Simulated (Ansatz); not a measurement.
# Si(OH)2Cl2 (Cl2H2O2Si): a spread of methods and bases

How do the results and run time of Si(OH)2Cl2 (Cl2H2O2Si) respond when the settings are drawn wide?

Computed with Ansatz 0.2.0, Gaussian basis. Level: the settings change from run to run.

**1. The relaxed structure**

The structure was relaxed beforehand with r2SCAN-D4/def2-SVP.

7 atoms, charge 0, spin multiplicity 1.

Atoms are counted from 1 here; the program's logs count them from 0.

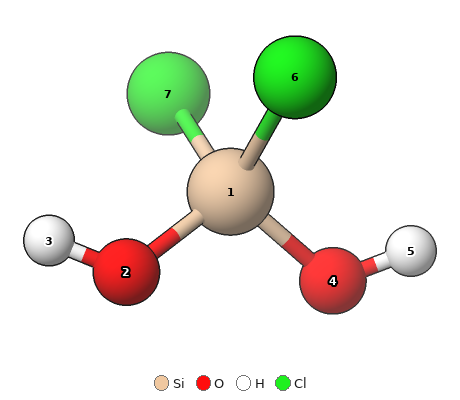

The geometry (silicon light orange, oxygen red, hydrogen white, chlorine green); atoms are numbered from 1 in the order of the file.

**2. B97M-V/6-31G**

Input file in.yaml:

```yaml
crystal:
  periodic: [false, false, false]
  atoms:
    - {symbol: Si, position_ang: [-0.088167, 0.002023, -0.061735]}
    - {symbol: O, position_ang: [-0.033113, 0.055712, 1.570368]}
    - {symbol: H, position_ang: [-0.808630, -0.257862, 2.049790]}
    - {symbol: O, position_ang: [1.462028, -0.088071, -0.570138]}
    - {symbol: H, position_ang: [1.656775, 0.238510, -1.456150]}
    - {symbol: Cl, position_ang: [-0.986935, 1.672548, -0.866286]}
    - {symbol: Cl, position_ang: [-1.201958, -1.622858, -0.665869]}
basis:
  gaussian: {orbitals: 6-31G}
hamiltonian: {xc: {name: B97M-V}}
scf: {omitted_lower_state_checks: [starts]}
output: {forces: true}
```

Run with:

```
ansatz run in.yaml --threads 4 --pin off --events-out ev --progress --plain --max-ram 3916MiB
```

The program printed, shortened:

```text
Functional definition: B97M-V
  name "B97M-V"
  cite "Mardirossian & Head-Gordon, J. Chem. Phys. 142, 074111 (2015) doi:10.1063/1.4907719"
  cite "Becke, J. Chem. Phys. 107, 8554 (1997) doi:10.1063/1.475007"
  cite "Vydrov & Van Voorhis, J. Chem. Phys. 133, 244103 (2010) doi:10.1063/1.3521275"
  # Of w^i u^j: cxij and so on, Table III.
[...]
  gx(w, u) = cx00 + cx01*u + cx02*u^2 + (cx10 + cx11*u)*w
  gss(w, u) = css00 + css02*u^2 + css10*w + (css32*w^3 + css42*w^4)*u^2
  gos(w, u) = cos00 + cos01*u + cos03*u^3 + cos10*w + cos32*w^3*u^2
[...]
      + integral(e_c_pw_mod_opposite_spin*gos(b97_w_opposite, b97_u_opposite)) + vv10(b, c)
[...]
634 factors; integrals over basis functions are off by at most 2.7e-4 eV
[...]
mean field -37038.89573862 eV, -1361.1543125292 hartree, gradient 3.2e-5 eV, S^2 0.000000; 0 other end points of the search recorded, 0 dependent functions left out
[...]
reference -37038.89578603 eV, -1361.1543142715 hartree; 33, 33 occupied and 28, 28 virtual orbitals, 634 factors
Total energy: -37038.89578603 eV, -1361.1543142715 hartree
Atom 0 at    -0.088167     0.002023    -0.061735 Å, force     0.040076    -0.000824     0.028088 eV/Å
Atom 1 at    -0.033113     0.055712     1.570368 Å, force    -0.248210    -0.068343     1.589023 eV/Å
Atom 2 at    -0.808630    -0.257862     2.049790 Å, force     0.050394     0.015410     0.624905 eV/Å
Atom 3 at     1.462028    -0.088071    -0.570138 Å, force     1.409408     0.041928    -0.775918 eV/Å
Atom 4 at     1.656775     0.238510    -1.456150 Å, force     0.603774    -0.030193    -0.167117 eV/Å
Atom 5 at    -0.986935     1.672548    -0.866286 Å, force    -0.821670     1.608547    -0.749519 eV/Å
Atom 6 at    -1.201958    -1.622858    -0.665869 Å, force    -1.033771    -1.566525    -0.549461 eV/Å
Dipole moment:    -0.108044     0.002384    -0.075706 e Å
Checks for a lower state left out: starts
```

Wall time 7 s (4 threads of Intel Xeon at 2.50GHz, shared host).

Largest force 1.956 eV/Å, dipole 0.63 D.

**3. PBE0/cc-pVTZ**

Options: atoms shaken by 0.08 Å, density fitting with def2-universal-jkfit.

Input file in.yaml:

```yaml
crystal:
  periodic: [false, false, false]
  atoms:
    - {symbol: Si, position_ang: [-0.121763, -0.008394, -0.073017]}
    - {symbol: O, position_ang: [-0.107939, 0.081365, 1.535694]}
    - {symbol: H, position_ang: [-0.838252, -0.363288, 2.123982]}
    - {symbol: O, position_ang: [1.359433, -0.074039, -0.678077]}
    - {symbol: H, position_ang: [1.653790, 0.069157, -1.483972]}
    - {symbol: Cl, position_ang: [-1.014444, 1.646288, -0.856391]}
    - {symbol: Cl, position_ang: [-1.251646, -1.552050, -0.724127]}
basis:
  gaussian: {orbitals: cc-pVTZ, fitting: {mean_field: def2-universal-jkfit}}
hamiltonian: {xc: {name: PBE0}}
output: {forces: true}
```

Launched as before.

The program printed, shortened:

```text
Functional definition: PBE0
  name "PBE0"
  cite "Adamo & Barone, J. Chem. Phys. 110, 6158 (1999) doi:10.1063/1.478522"
  cite "Perdew, Burke & Ernzerhof, Phys. Rev. Lett. 77, 3865 (1996) doi:10.1103/PhysRevLett.77.3865"
  parent pbe
[...]
574 factors; integrals over basis functions are off by at most 8.6e-1 eV
[...]
mean field -37042.14260318 eV, -1361.2736326007 hartree, gradient 1.6e-5 eV, S^2 0.000000; 0 other end points of the search recorded, 0 dependent functions left out
[...]
reference -37042.14263017 eV, -1361.2736335926 hartree; 33, 33 occupied and 157, 157 virtual orbitals, 574 factors
Total energy: -37042.14263017 eV, -1361.2736335926 hartree
Atom 0 at    -0.121763    -0.008394    -0.073017 Å, force    -0.365480     0.467250    -0.476800 eV/Å
Atom 1 at    -0.107939     0.081365     1.535694 Å, force    -1.843913    -1.422861     2.250000 eV/Å
Atom 2 at    -0.838252    -0.363288     2.123982 Å, force     2.334628     1.388987    -2.179557 eV/Å
Atom 3 at     1.359433    -0.074039    -0.678077 Å, force    -1.406780    -1.316270     6.303996 eV/Å
Atom 4 at     1.653790     0.069157    -1.483972 Å, force     1.786037     1.101259    -5.756586 eV/Å
Atom 5 at    -1.014444     1.646288    -0.856391 Å, force    -0.209047     0.461249    -0.077087 eV/Å
Atom 6 at    -1.251646    -1.552050    -0.724127 Å, force    -0.295446    -0.679615    -0.063965 eV/Å
Dipole moment:     0.035827    -0.152932     0.070131 e Å
```

It took 8 s on 4 threads of Intel Xeon at 2.50GHz, shared host.

Largest force 6.592 eV/Å, dipole 0.83 D.

**4. B3LYP/def2-mTZVPP**

This run has charge -1, multiplicity 2, D4 dispersion.

Input file in.yaml:

```yaml
crystal:
  periodic: [false, false, false]
  atoms:
    - {symbol: Si, position_ang: [-0.088167, 0.002023, -0.061735]}
    - {symbol: O, position_ang: [-0.033113, 0.055712, 1.570368]}
    - {symbol: H, position_ang: [-0.808630, -0.257862, 2.049790]}
    - {symbol: O, position_ang: [1.462028, -0.088071, -0.570138]}
    - {symbol: H, position_ang: [1.656775, 0.238510, -1.456150]}
    - {symbol: Cl, position_ang: [-0.986935, 1.672548, -0.866286]}
    - {symbol: Cl, position_ang: [-1.201958, -1.622858, -0.665869]}
basis:
  gaussian: {orbitals: def2-mTZVPP}
total_charge: -1
magnetization: {spin_polarized: true, initial_magnetization: 1}
hamiltonian: {xc: {name: B3LYP}, dispersion: d4}
```

The command is unchanged.

The program printed, shortened:

```text
Functional definition: B3LYP
  name "B3LYP"
  cite "Stephens, Devlin, Chabalowski & Frisch, J. Phys. Chem. 98, 11623 (1994) doi:10.1021/j100096a001"
  cite "Becke, Phys. Rev. A 38, 3098 (1988) doi:10.1103/PhysRevA.38.3098"
  cite "Lee, Yang & Parr, Phys. Rev. B 37, 785 (1988) doi:10.1103/PhysRevB.37.785"
  cite "Vosko, Wilk & Nusair, Can. J. Phys. 58, 1200 (1980) doi:10.1139/p80-159"
[...]
1260 factors; integrals over basis functions are off by at most 8.5e-4 eV
[...]
mean field -37057.06229217 eV, -1361.8219210584 hartree, gradient 3.7e-5 eV, S^2 0.751051; 3 other end points of the search recorded, 0 dependent functions left out
reference -37057.06252497 eV, -1361.8219296135 hartree; 34, 33 occupied and 105, 106 virtual orbitals, 1260 factors
Total energy: -37057.45726596 eV, -1361.8364360775 hartree
```

Run time: 22 s. Hardware: 4 threads of Intel Xeon at 2.50GHz, shared host.

⟨S²⟩ 0.751.

**5. SVWN5/STO-3G**

This run has high accuracy.

Changes to in.yaml since step 4:

```diff
@@ -11,5 +11,6 @@
 basis:
-  gaussian: {orbitals: def2-mTZVPP}
-total_charge: -1
-magnetization: {spin_polarized: true, initial_magnetization: 1}
-hamiltonian: {xc: {name: B3LYP}, dispersion: d4}
+  gaussian: {orbitals: STO-3G}
+hamiltonian: {xc: {name: SVWN5}}
+accuracy: high
+scf: {omitted_lower_state_checks: [starts]}
+output: {forces: true}
```

The command is unchanged.

The program printed, shortened:

```text
Functional definition: SVWN5
  name "SVWN5"
  cite "Dirac, Proc. Camb. Phil. Soc. 26, 376 (1930) doi:10.1017/S0305004100016108"
  cite "Slater, Phys. Rev. 81, 385 (1951) doi:10.1103/PhysRev.81.385"
  cite "Vosko, Wilk & Nusair, Can. J. Phys. 58, 1200 (1980) doi:10.1139/p80-159"
[...]
805 factors; integrals over basis functions are off by at most 4.7e-9 eV
[...]
mean field -36486.63370980 eV, -1340.8590573067 hartree, gradient 4.1e-8 eV, S^2 0.000000; 0 other end points of the search recorded, 0 dependent functions left out
[...]
reference -36486.63371192 eV, -1340.8590573843 hartree; 33, 33 occupied and 6, 6 virtual orbitals, 805 factors
Total energy: -36486.63371192 eV, -1340.8590573843 hartree
Atom 0 at    -0.088167     0.002023    -0.061735 Å, force     0.242556    -0.005634     0.169883 eV/Å
Atom 1 at    -0.033113     0.055712     1.570368 Å, force     3.149751     1.145196    -0.673784 eV/Å
Atom 2 at    -0.808630    -0.257862     2.049790 Å, force    -2.561924    -1.042440     0.958362 eV/Å
Atom 3 at     1.462028    -0.088071    -0.570138 Å, force     0.408609    -1.225298     3.165140 eV/Å
Atom 4 at     1.656775     0.238510    -1.456150 Å, force     0.056211     1.098822    -2.712756 eV/Å
Atom 5 at    -0.986935     1.672548    -0.866286 Å, force    -0.574457     1.039665    -0.524674 eV/Å
Atom 6 at    -1.201958    -1.622858    -0.665869 Å, force    -0.720746    -1.010311    -0.382170 eV/Å
Dipole moment:     0.284801    -0.006507     0.199286 e Å
Checks for a lower state left out: starts
```

Wall time 4.2 s (4 threads of Intel Xeon at 2.50GHz, shared host).

Largest force 3.419 eV/Å, dipole 1.67 D.

**6. All runs side by side**

| level | charge | multiplicity | geometry | functions | energy (eV) | time |
| --- | --- | --- | --- | --- | --- | --- |
| B97M-V/6-31G | 0 | 1 | relaxed | 61 | -37038.896 | 7 s |
| PBE0/cc-pVTZ | 0 | 1 | shaken | 190 | -37042.143 | 8 s |
| B3LYP/def2-mTZVPP | -1 | 2 | relaxed | 139 | -37057.457 | 22 s |
| SVWN5/STO-3G | 0 | 1 | relaxed | 39 | -36486.634 | 4.2 s |

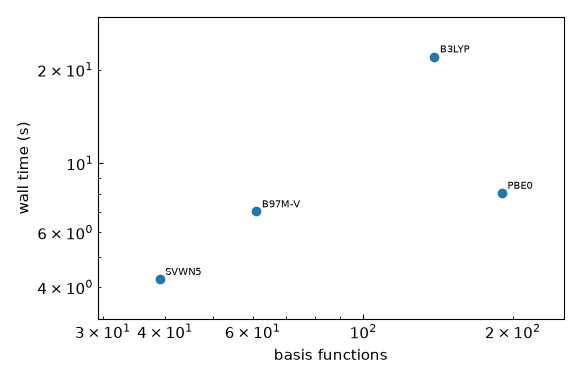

Wall time against the number of basis functions (shared host).

**7. Results**

| quantity | value |
| --- | --- |
| runs | 4 |
| quickest | SVWN5/STO-3G, 4.2 s |
| slowest | B3LYP/def2-mTZVPP, 22 s |
| spread of total energies, same state and geometry | 552.3 eV |
| dipole, same state and geometry | 0.63 to 1.67 D |

B3LYP/def2-mTZVPP took 5 times as long as SVWN5/STO-3G. The jobs differ in tasks and options as well as level. The totals spread over 552 eV; they can't be compared across methods or bases. At the r2SCAN-D4/def2-SVP geometry and in the same state, runs without warnings or point charges leave forces up to 3.42 eV/Å (SVWN5/STO-3G), against 6.6 eV/Å where the atoms were moved.
